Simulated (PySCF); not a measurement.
H3O4PSi

The calculation's input:

```
{"job": {"kind": "nmr", "xc": "PBE0", "basis": "pcSseg-2"}, "charge": 0, "multiplicity": 1}
O      0.848013    -2.212251     0.495753
P      0.550559    -0.782047     0.495849
O      1.295170     0.013199     1.662258
O      0.782763     0.088563    -0.889085
Si    -0.859990     0.532275    -0.964844
O     -1.023880    -0.286470     0.520131
H      1.120163     0.961933     1.679934
H     -1.606096    -0.083666    -2.083367
H     -1.075686     1.993864    -0.850728
```

Run with:

```sh
OMP_NUM_THREADS=1 python cluster_run.py task.json out
```

Geometry: PBE0-D3(BJ)/def2-SVP.

Computed with PBE0/pcSseg-2, SCF density, gas phase, non-relativistic in PySCF 2.14.0.

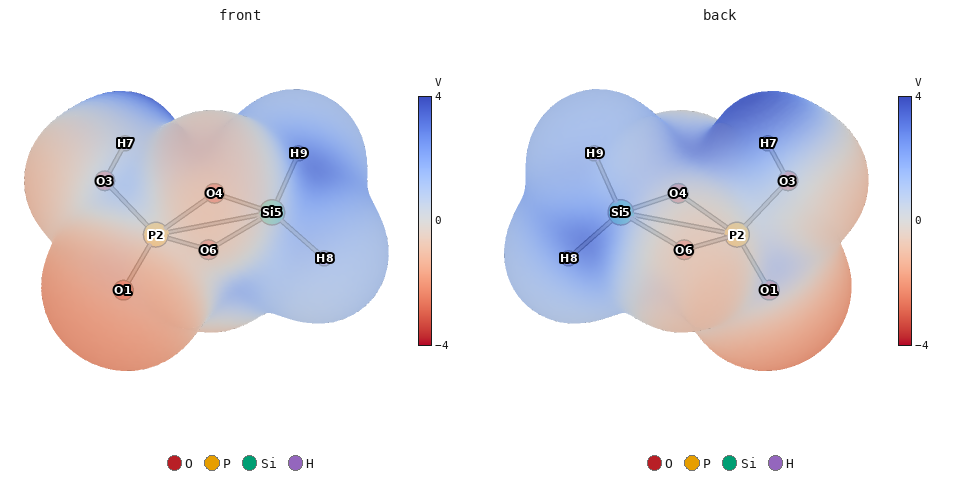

Figure 1. The molecular electrostatic potential painted on the density surface at 0.002 e/bohr³, seen from the front and from behind; red is negative and blue positive.

### Describe the electrostatic potential map.

The most negative region (about −2.0 V) lies over O1, the most positive (about +3.6 V) over H7. O1 is the likeliest acceptor of a hydrogen bond.

### How polar is the molecule by this calculation?

Its dipole moment is 5.78 D.

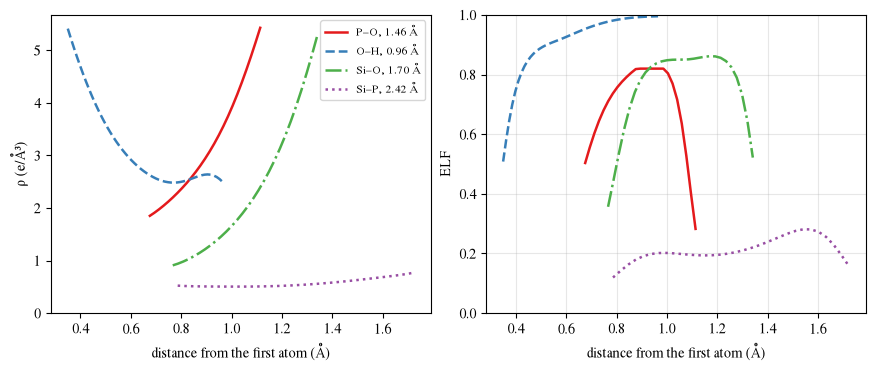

Figure 2. Total electron density and ELF along straight lines between neighbouring atoms. The curves leave out the atomic cores.

### Compare the contacts.

P–O (1.46 Å): ρ is about 2 e/Å³ halfway; the ELF peaks at about 0.80 between the atoms (a polar covalent bond).
O–H (0.96 Å): ρ at the midpoint is about 3.8 e/Å³; the ELF climbs to about 1 towards the hydrogen, as it does in any bond to H (a covalent bond by its length).
Si–O (1.70 Å): ρ at the midpoint is about 1.1 e/Å³; the ELF peaks at about 0.85 between the atoms; a polar covalent bond.
Si–P (2.42 Å): the density is about 0.52 e/Å³ at the midpoint; the ELF is about 0.20 at the midpoint.
